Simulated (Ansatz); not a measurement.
O₆W₂ (charge −1, doublet)

The calculation's input:

```
crystal:
  periodic: [false, false, false]
  atoms:
    - {symbol: W, position_ang: [-1.272528, -0.552171, -0.431227]}
    - {symbol: W, position_ang: [1.272513, 0.552172, 0.431231]}
    - {symbol: O, position_ang: [-2.581102, 0.391271, -1.113401]}
    - {symbol: O, position_ang: [2.581097, -0.391273, 1.113386]}
    - {symbol: O, position_ang: [0.496368, -0.192433, -1.218300]}
    - {symbol: O, position_ang: [1.698801, 2.248406, 0.336964]}
    - {symbol: O, position_ang: [-1.698804, -2.248408, -0.336981]}
    - {symbol: O, position_ang: [-0.496354, 0.192448, 1.218317]}
basis:
  gaussian: {orbitals: def2-TZVPD, initial_orbitals: start.molden}
total_charge: -1
magnetization: {spin_polarized: true, initial_magnetization: 1}
hamiltonian: {xc: pbe0, dispersion: d4}
scf: {omitted_lower_state_checks: [starts]}
output: {orbitals: {seedname: orbitals}}
```

Command:

```sh
ansatz run in.yaml --threads 4 --pin off --events-out ev --progress --plain --max-ram 8704MiB
```

Geometry: PBE-D4/def2-SVPD; core potentials replace the inner electrons of W.

All numbers below come from UKS PBE0-D4/def2-TZVPD (Ansatz).

**Predict the electron density, electron localisation function and spin density between the atoms.**

W–O (1.75 Å): ρ at the midpoint is about 1.6 e/Å³; the ELF peaks at about 0.80 in the valence shell of O, 0.5 Å from its nucleus, and drops to about 0.35 between the two atoms.
W–W (2.91 Å): ρ at the midpoint is about 0.33 e/Å³; the ELF is about 0.20 at the midpoint.
The unpaired spin (1 electron) lies mostly on W1 (about 0.5) and W2 (about 0.5), in electrons by Hirshfeld's partition.

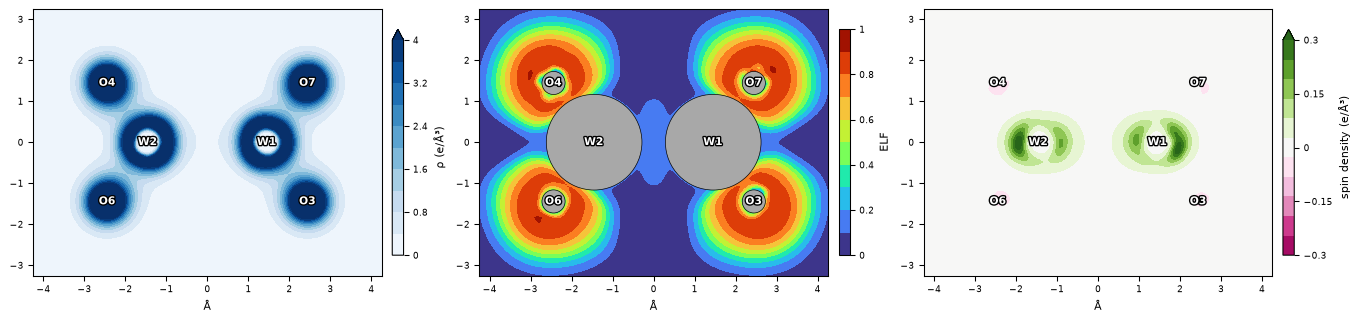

Computed electron density, electron localisation function and spin density on the plane of atoms W1, W2 and O4, in this order. Grey discs cover the atomic cores in the ELF map. 
